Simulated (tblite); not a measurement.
# C5H11GeNO2: the cost of one run

Computed with tblite 0.8.0 (tight binding) and PySCF 2.14.0 (DFT, with response routines of our own); each step states its level. Atoms count from 0 throughout.

## 1. The molecule as given

20 atoms, charge 0, multiplicity 1; geometry from: UFF geometry. This is the first candidate.

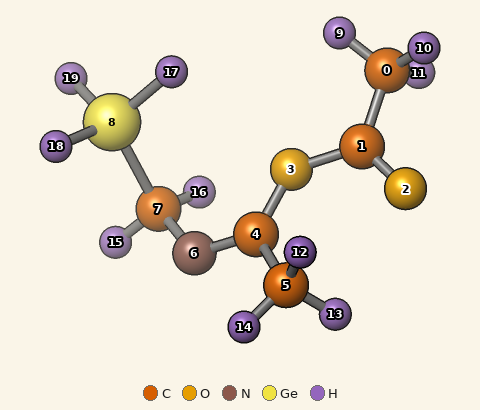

The starting geometry (carbon orange, oxygen amber, nitrogen brown, germanium yellow, hydrogen purple), atoms numbered.

## 2. GFN2-xTB relaxation, isomer A, conformer 1

The job: settings as JSON, then the geometry in Å.

```
{"job": {"xc": "GFN2-xTB", "basis": "xTB", "kind": "relax"}, "charge": 0, "multiplicity": 1}
C     -1.680900    -1.417400     2.058700
C     -1.649200    -0.937900     0.636600
O     -2.664600    -1.052200    -0.069100
O     -0.433000    -0.458400     0.119800
C     -0.237800     0.141300    -1.117400
C     -1.386100     0.540200    -2.012500
N      0.972800     0.383200    -1.543200
C      2.182600     0.063100    -0.775500
Ge     2.412300     1.308800     0.698900
H     -0.912800    -0.898700     2.660500
H     -2.686200    -1.197400     2.502700
H     -1.510200    -2.511800     2.091800
H     -2.135200     1.116100    -1.415500
H     -1.846800    -0.365400    -2.449100
H     -1.031400     1.195800    -2.840200
H      3.053900     0.147000    -1.436800
H      2.130000    -0.979500    -0.391700
H      1.219300     1.181300     1.686900
H      2.463600     2.760000     0.145900
H      3.734500     0.992500     1.446200
```

Started as:

```console
$ OMP_NUM_THREADS=1 python ens_run.py task.json out
```

This one command runs the whole study; its stages follow in the order run.

**Question.** How long does this first job take on 1 thread of Arm Neoverse V1, shared host?

About 2.2 s.
